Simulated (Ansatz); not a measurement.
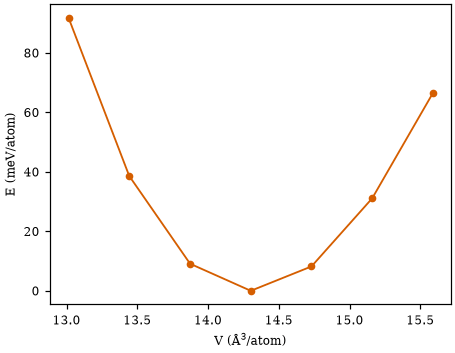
*SiMo in space group P-6m2 (No. 187; Si on 1a, Mo on 1d) under volume change, plane-wave PAW LDA (Ansatz code), shape and atoms relaxed at each volume.*

What does a third-order Birch–Murnaghan fit give for V₀, B₀ and B′?

V₀ = 14.30 Å³/atom, B₀ = 214 GPa, B′ = 4.3.

The workflow started from a Materials Project entry (that database holds measured and hypothetical structures alike); the Crystallography Open Database copy checked does not list it. Whether it is the stable phase at ambient conditions was not checked. The cell was relaxed with LDA under the symmetry of its start; whether a distortion lowers the energy is not shown. The run is not spin-polarised.

Potentials: the later of the program's two PAW sets.
